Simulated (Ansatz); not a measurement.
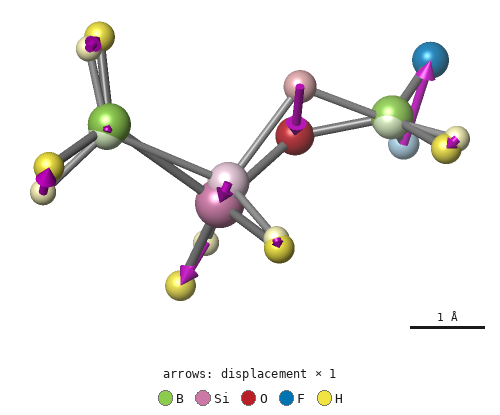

This is a relaxation of B2SiH5OF (coarse preliminary run). The starting structure is drawn faded, the final one solid; purple arrows show the displacements, at their true length. The two geometries are superimposed by the best rigid fit.

A ball-and-stick model, seen at a tilt.

The start comes from a force field.

Method: RKS PBE-D4/def2-SVP (Ansatz). Settings: force threshold 0.03 eV/Å; at most 200 steps.

Q: What happened in the run?

A: The atom that moves furthest after the best rigid fit is the F atom (1.26 Å). Largest moves by element: F 1.26 Å, O 0.94 Å, H 0.72 Å, Si 0.31 Å, B 0.10 Å. Among the contacts that change: B–F 1.438 → 1.336 Å, H–Si 1.427 → 1.512 Å, B–O 1.434 → 1.352 Å, B–Si 1.934 → 2.006 Å. Among the angles between lasting bonds that change: Si–O–B 110.1° → 132.3°, O–B–H 117.3° → 123.4°, B–Si–O 108.0° → 113.0°. Groups turn about B–O by about 90°, O–Si by about 60°. Over 11 accepted moves (12 points after the start) the energy falls by 86.3 kJ/mol. Largest force component: 3.1 eV/Å at the start, 0.023 eV/Å at the end. The line search rejected the trial step at point 9 of the run.
